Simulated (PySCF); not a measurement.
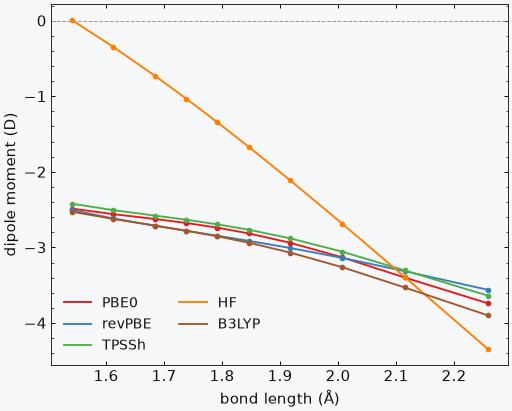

Bond curves of AlN, triplet (excess alpha electrons: σ +1, πx +1), def2-TZVPPD (non-relativistic), PySCF: dipole moment, positive if the first atom is negative. One reference determinant with the occupation held, the lowest that a PBE0 search over spins and occupations found; no spin-orbit coupling. Straight lines join the computed points. References: UKS for PBE0, TPSSh, revPBE and B3LYP; ROHF for HF. Spin contamination grows along the curve for PBE0, TPSSh, revPBE and B3LYP.

Give the values at the computed points.

In D:
```tsv
bond length (Å)	PBE0	revPBE	TPSSh	HF	B3LYP
1.54	−2.49	−2.51	−2.42	0.01	−2.53
1.61	−2.56	−2.62	−2.51	−0.35	−2.62
1.68	−2.62	−2.71	−2.58	−0.73	−2.71
1.74	−2.68	−2.78	−2.63	−1.03	−2.78
1.79	−2.74	−2.85	−2.70	−1.34	−2.85
1.85	−2.81	−2.91	−2.77	−1.67	−2.94
1.92	−2.94	−3.01	−2.88	−2.11	−3.07
2.01	−3.13	−3.14	−3.06	−2.68	−3.26
2.11	−3.40	−3.31	−3.30	−3.39	−3.53
2.26	−3.74	−3.56	−3.64	−4.34	−3.90
```

Limits of at least one run: lowest determinant of a PBE0 search, another state may lie lower.
